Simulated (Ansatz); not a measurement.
```xyz
6

C    -1.2276   -1.6984    1.3072
N    -0.4570   -0.7578    0.8519
Si    0.2899   -0.6122   -0.7757
H    -1.6750   -2.5113    0.6704
H    -1.4782   -1.7672    2.3924
H     0.4656    0.9461   -0.7357
```

Geometry: BLYP-D3(BJ)/def2-SVPD; the highest occupied orbital lies above zero, a sign that basis and functional describe the outermost electron poorly.

These are results of Ansatz, isolated molecule in a Gaussian basis; Kohn-Sham density functional theory, functional PBE0, not measurements.

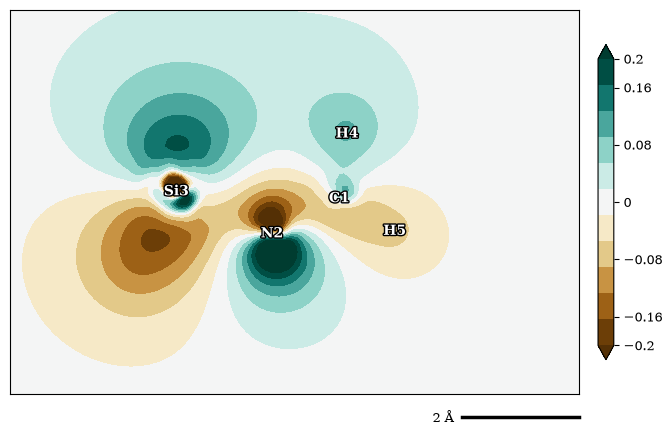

CH3NSi (SMILES [CH2]N=[SiH-]) (charge −1, doublet). The HOMO (α) on the plane of atoms C1, N2 and Si3 (values in Å⁻³ᐟ²; the overall sign is arbitrary).

**What is the character of this orbital?**

Its weight (Hirshfeld) is mainly on Si3 (about 65 %), C1 (about 15 %) and N2 (about 10 %). Its energy is 0.73 eV.
